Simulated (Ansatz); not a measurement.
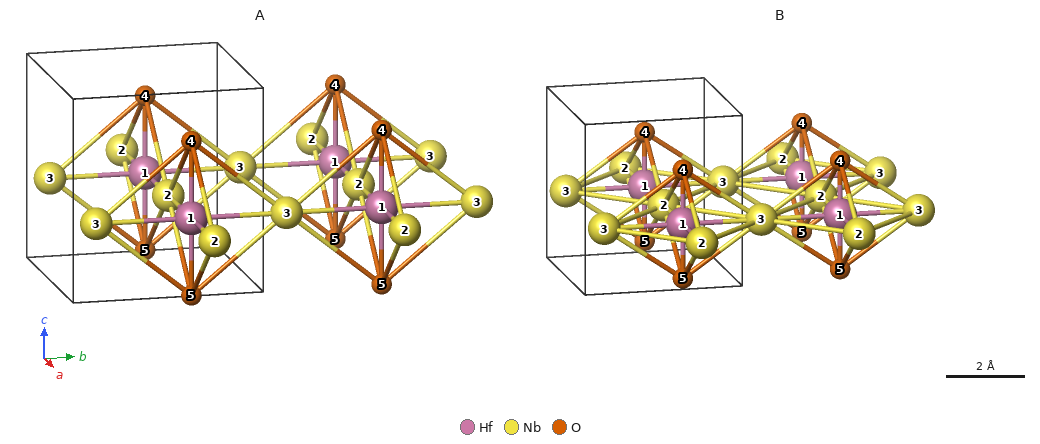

Two geometries of a crystal of HfNb$_{2}$O$_{2}$ (a generated structure, set up in P4/mmm) (coarse preliminary run), drawn at one scale. One is the start of a relaxation, the other its converged end. A ball-and-stick model of the cell of the calculation, repeated 2 × 2 × 1 with one cell outlined, seen slightly off an axis.

Computed with DFT PBE, scalar-relativistic, plane waves, PAW in Ansatz. Set-up: plane-wave cutoff 420 eV; k-point mesh 4 × 4 × 4; occupations gaussian; smearing width 0.1 eV; no spin polarisation; cell and atoms relaxed; force threshold 0.04 eV/Å; at most 70 steps.

Which geometry has the lower energy?

Answer. Structure A is the relaxed one. The largest moves relative to the cell, 0.33 Å, are those of O4 and O5. O5 goes along −c. Nb and Hf stay in place. The volume changes by +75.1 %, with a = b 4.185 → 5.064 Å (+21.0 %), c 4.541 → 5.430 Å (+19.6 %). Near-neighbour distances that change, for instance: Nb2–O4 2.542 → 3.260 Å, Nb2–Nb3 2.959 → 3.581 Å, Hf1–O4 1.444 → 2.053 Å, Hf1–Nb2 2.092 → 2.532 Å. The space group stays P4/mmm (No. 123). After 10 accepted moves (13 points after the start) the energy has fallen by 4622 meV per atom. The largest force component goes from 34 to 0.034 eV/Å. The pressure goes from 155.34 to 0.23 GPa. The line search rejected the trial step at point 3 of the run. At 2 points the geometry stayed and the basis and grid were re-selected for the new cell (energy shift of 170 meV per atom at most each time). Cost: 75 s on 1 thread of Intel(R) Xeon(R) Platinum 8375C CPU @ 2.90GHz (Ice Lake) (shared host), peak memory 0.48 GiB.

Limits of the set-up: the k-point mesh is coarse for a cell with partly filled bands; layers or molecules are held without a dispersion correction, so their spacing is unreliable.
